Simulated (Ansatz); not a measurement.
**GeF2 (SMILES [F][Ge][F]): a rigid scan of the angle F1–Ge2–F3**

How does the energy rise as the angle F1–Ge2–F3 leaves its equilibrium value, and do density functionals follow CCSD(T)? No other atom is relaxed.

The runs use Ansatz 0.2.0, Gaussian basis; single points in def2-TZVPP.

Levels: PBE-D4, r2SCAN-D4, PBE0-D4, B3LYP-D4, wB97M-V, Hartree-Fock, MP2, CCSD, CCSD(T). The scan takes 79.2, 83.7, 88.2, 92.7, 97.2, 101.7, 106.2, 110.7, 115.2°.

Cores are frozen in the correlated methods. Filled d shells of the heavier atoms are correlated. B3LYP uses VWN-RPA correlation.

28 further runs of the same task are left out: 28 set aside as unsound or not needed.

## Step 1: The starting structure

The minimum, relaxed at PBE0-D4: 3 atoms, charge 0, spin multiplicity 1.

Atoms are counted from 1 here; the program's logs count them from 0.

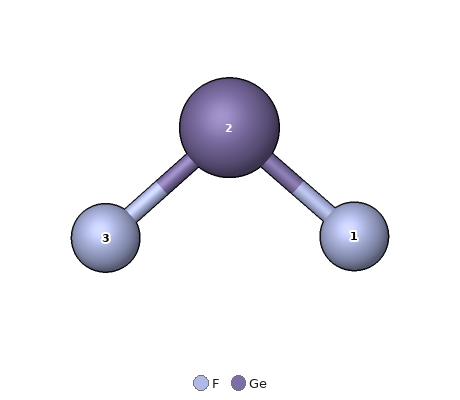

The starting geometry (fluorine light blue, germanium purple); atoms are numbered from 1 in the order of the file.

As a file:

```xyz
3
charge 0, multiplicity 1
F    -0.6759   -1.1018   -0.4975
Ge    0.6375   -0.2952    0.3202
F     0.0276    1.3321    0.1641
```

Energies of the minimum (eV), from earlier single points: PBE-D4 -61943.09492, r2SCAN-D4 -61954.07530, PBE0-D4 -61944.23582, B3LYP-D4 -61957.96765, wB97M-V -61952.35013, CCSD(T) -61910.37729.

At the minimum the angle F1–Ge2–F3 is 97.2°.

## Step 2: F1–Ge2–F3 = 79.2°

Input file ccsdt-tzvpp/in.yaml:

```yaml
crystal:
  periodic: [false, false, false]
  atoms:
    - {symbol: F, position_ang: [-0.853475, -0.585784, -0.538259]}
    - {symbol: Ge, position_ang: [0.637480, -0.295161, 0.320228]}
    - {symbol: F, position_ang: [0.027556, 1.332116, 0.164116]}
basis:
  gaussian: {orbitals: def2-TZVPP}
correlation: {method: ccsd_t}
```

The command line of these runs was not kept.

Further steps of the session: F1–Ge2–F3 = 83.7°; F1–Ge2–F3 = 88.2°; F1–Ge2–F3 = 92.7°; F1–Ge2–F3 = 97.2°; F1–Ge2–F3 = 101.7°; F1–Ge2–F3 = 106.2°; F1–Ge2–F3 = 110.7°; F1–Ge2–F3 = 115.2°.

**Question.** What will these runs give? Wanted: highest point, CCSD(T); lowest point, CCSD(T); minimum along the scan, CCSD(T); RMS deviation from CCSD(T); largest T1 diagnostic.

As calculated:

| quantity | value |
| --- | --- |
| highest point, CCSD(T) | 9.4 kcal/mol at 79.2° |
| lowest point, CCSD(T) | 0.0 kcal/mol at 97.2° |
| minimum along the scan, CCSD(T) | 97.1° |
| curvature there | 1.86 meV/deg² |
| RMS deviation from CCSD(T) | PBE-D4 0.4, r2SCAN-D4 0.3, PBE0-D4 0.2, B3LYP-D4 0.2, wB97M-V 0.2, Hartree-Fock 0.7, MP2 0.1, CCSD 0.1 kcal/mol |
| largest T1 diagnostic | 0.015 |

A polynomial through the near points puts the CCSD(T) minimum 0.1° below the PBE0-D4 value. Curvature against CCSD(T): PBE-D4 -11 %, Hartree-Fock +16 %. The curve of MP2 lies nearest to CCSD(T), that of Hartree-Fock farthest.
